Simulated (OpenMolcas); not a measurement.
**Multiconfigurational calculation: Mo³⁺ complex (part 2 of 2)**

The same run, continued: Mo³⁺ with 4 ligands (Br; tetrahedron, 2.41 Å), neutralised by 4 outer point charges of +0.25 e, whose field is part of the energies. Method: state-averaged CASSCF, active space 3 electrons in the shell 4d, basis ANO-RCC-VDZP on the metal and ANO-RCC-VDZP on the ligands, DKH2 scalar Hamiltonian, spin-orbit coupling by RASSI with atomic mean-field integrals (OpenMolcas).

### Log (extracts), continued
```
--- RASSI ---
SPIN-FREE ENERGIES:
  (Shifted by EMIN (a.u.) =     -14463.3640999098)

 SF State       Relative EMIN(au)   Rel lowest level(eV)    D:o, cm**(-1)

     1             0.0000000000        0.0000000000              0.0000
     2             0.0000000000        0.0000000000              0.0000
     3             0.0000000000        0.0000000000              0.0000
    11             0.0202539135        0.5511370636           4445.2202
    12             0.0202539135        0.5511370636           4445.2202
     6             0.0342897991        0.9330729674           7525.7410
     4             0.0342897991        0.9330729674           7525.7410
     5             0.0342897991        0.9330729674           7525.7410
    13             0.0463879865        1.2622814192          10180.9862
    14             0.0463879865        1.2622814192          10180.9862
    15             0.0463879865        1.2622814192          10180.9862
    16             0.0522693951        1.4223226990          11471.8062
    17             0.0522693951        1.4223226990          11471.8062
    18             0.0522693951        1.4223226990          11471.8062
    19             0.0640542944        1.7430061460          14058.2927
    20             0.0640542944        1.7430061460          14058.2927
    21             0.0640542944        1.7430061460          14058.2927
     7             0.0691067235        1.8804897465          15167.1727
     8             0.0691067235        1.8804897465          15167.1727
     9             0.0691067235        1.8804897465          15167.1727
    22             0.0714660611        1.9446905922          15684.9874
    10             0.0725133052        1.9731875547          15914.8309
    23             0.0829475795        2.2571186252          18204.8894
    24             0.0829475795        2.2571186252          18204.8894
    25             0.0829475795        2.2571186252          18204.8894
    26             0.0864980497        2.3537318390          18984.1276
    27             0.0864980497        2.3537318390          18984.1276
    28             0.0878079506        2.3893760579          19271.6176
    29             0.0878079506        2.3893760579          19271.6176
    30             0.0878079506        2.3893760579          19271.6176
    31             0.1029846649        2.8023554953          22602.5214
    32             0.1029846649        2.8023554953          22602.5214
    33             0.1029846649        2.8023554953          22602.5214
    34             0.1060761734        2.8864797261          23281.0291
    35             0.1060761734        2.8864797261          23281.0291
    36             0.1060761734        2.8864797261          23281.0291
    37             0.1163881672        3.1670833718          25544.2501
    38             0.1163881672        3.1670833718          25544.2501
    39             0.1163881672        3.1670833718          25544.2501
    40             0.1195687430        3.2536312493          26242.3058
Eigenvalues of complex Hamiltonian:
   -----------------------------------
  (Shifted by EMIN (a.u.) =     -14463.3640999098)

 SO State       Relative EMIN(au)   Rel lowest level(eV)    D:o, cm**(-1)

     1            -0.0018901995        0.0000000000              0.0000
     2            -0.0018901995        0.0000000003              0.0000
     3            -0.0018901995        0.0000000003              0.0000
     4            -0.0018901995        0.0000000000              0.0000
     5            -0.0011165086        0.0210532010            169.8055
     6            -0.0011165086        0.0210532010            169.8055
     7             0.0003095033        0.0598569627            482.7790
     8             0.0003095033        0.0598569627            482.7790
     9             0.0003095033        0.0598569631            482.7790
    10             0.0003095033        0.0598569631            482.7790
    11             0.0013228260        0.0874308769            705.1776
    12             0.0013228260        0.0874308769            705.1776
    13             0.0203431274        0.6049996470           4879.6512
    14             0.0203431274        0.6049996470           4879.6512
    15             0.0203431274        0.6049996469           4879.6512
    16             0.0203431274        0.6049996469           4879.6512
    17             0.0332661463        0.9566529039           7715.9260
    18             0.0332661463        0.9566529039           7715.9260
    19             0.0332661463        0.9566529037           7715.9260
    20             0.0332661463        0.9566529037           7715.9260
    21             0.0337144151        0.9688509209           7814.3097
    22             0.0337144151        0.9688509209           7814.3097
    23             0.0342057922        0.9822219728           7922.1545
    24             0.0342057922        0.9822219728           7922.1545
    25             0.0345805134        0.9924186561           8004.3963
    26             0.0345805134        0.9924186560           8004.3963
    27             0.0345805134        0.9924186560           8004.3963
    28             0.0345805134        0.9924186561           8004.3963
    29             0.0460667949        1.3049762971          10525.3437
    30             0.0460667949        1.3049762971          10525.3437
    31             0.0463474897        1.3126143932          10586.9491
    32             0.0463474897        1.3126143932          10586.9491
    33             0.0463474897        1.3126143935          10586.9491
    34             0.0463474897        1.3126143935          10586.9491
    35             0.0517307039        1.4590991128          11768.4280
    36             0.0517307039        1.4590991128          11768.4280
    37             0.0532737786        1.5010883154          12107.0938
    38             0.0532737786        1.5010883154          12107.0938
    39             0.0532737786        1.5010883153          12107.0938
    40             0.0532737786        1.5010883153          12107.0938
    41             0.0620018435        1.7385910595          14022.6826
Weights of the five most important spin-orbit-free states for each spin-orbit state.

 SO State  Total energy (au)           Spin-free states, spin, and weights
 -------------------------------------------------------------------------------------------------------
    1        -0.001890       1 1.5  0.3925    2 1.5  0.3798    3 1.5  0.1963   12 0.5  0.0192    4 1.5  0.0037
    2        -0.001890       3 1.5  0.4498    2 1.5  0.2672    1 1.5  0.2516   11 0.5  0.0192    6 1.5  0.0036
    3        -0.001890       3 1.5  0.4503    2 1.5  0.2646    1 1.5  0.2537   11 0.5  0.0192    6 1.5  0.0035
    4        -0.001890       1 1.5  0.3936    2 1.5  0.3798    3 1.5  0.1951   12 0.5  0.0192    4 1.5  0.0035
    5        -0.001117       3 1.5  0.3325    2 1.5  0.3325    1 1.5  0.3325    6 1.5  0.0005    5 1.5  0.0005
    6        -0.001117       3 1.5  0.3325    2 1.5  0.3325    1 1.5  0.3325    6 1.5  0.0005    5 1.5  0.0005
    7         0.000310       3 1.5  0.5612    2 1.5  0.2521    1 1.5  0.1795    5 1.5  0.0015    6 1.5  0.0015
    8         0.000310       3 1.5  0.5609    2 1.5  0.2517    1 1.5  0.1803    5 1.5  0.0015    6 1.5  0.0015
    9         0.000310       1 1.5  0.4823    2 1.5  0.4098    3 1.5  0.1007    4 1.5  0.0015    6 1.5  0.0015
   10         0.000310       1 1.5  0.4816    2 1.5  0.4102    3 1.5  0.1010    4 1.5  0.0015    6 1.5  0.0015
   11         0.001323       1 1.5  0.3317    2 1.5  0.3317    3 1.5  0.3317   22 0.5  0.0019    6 1.5  0.0005
   12         0.001323       1 1.5  0.3317    2 1.5  0.3317    3 1.5  0.3317   22 0.5  0.0019    6 1.5  0.0005
```

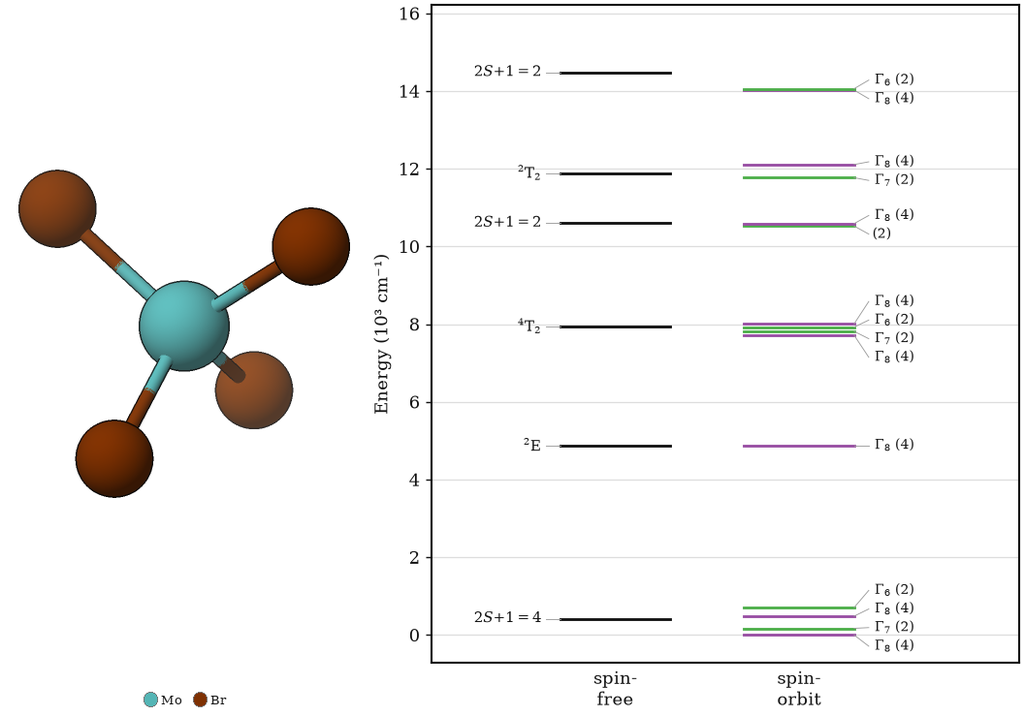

Fig. 1: Mo³⁺ (4d³) with 4 ligands, Br⁻, at 2.41 Å (arrangement: tetrahedron, Td), neutralised by outer point charges of +0.25 e, and its levels. Labels give the representation in O, Td, D4 or D3 as the site allows (double group for half-integer spin) where it could be assigned and, in brackets, the degeneracy; spin-free states, where drawn, share the zero of the spin-orbit levels. The ground level is Γ₈, 4-fold degenerate, 98 % from states of spin multiplicity 4. The next level lies at 170 cm⁻¹ (Γ₇). The active orbitals hold 76 to 87 % metal character (Löwdin), and the Mulliken charge of the metal is +1.07.

### Key numbers

| quantity | value |
| --- | --- |
| outcome | converged |
| energy of the lowest spin-free term | −14463.36410 hartree |
| energy of the lowest spin-orbit level | −14463.36599 hartree |
| largest spread among components of a term | 0.0 cm⁻¹ |
| wall time | 83 s |
| peak memory | 0.38 GiB |

### Notes

Without dynamic correlation the splittings between terms come out too large, often by 20 to 50 %. Limits: covalent bonds, ligand orbitals missing from the active space; distances are set from ionic radii, not optimised.
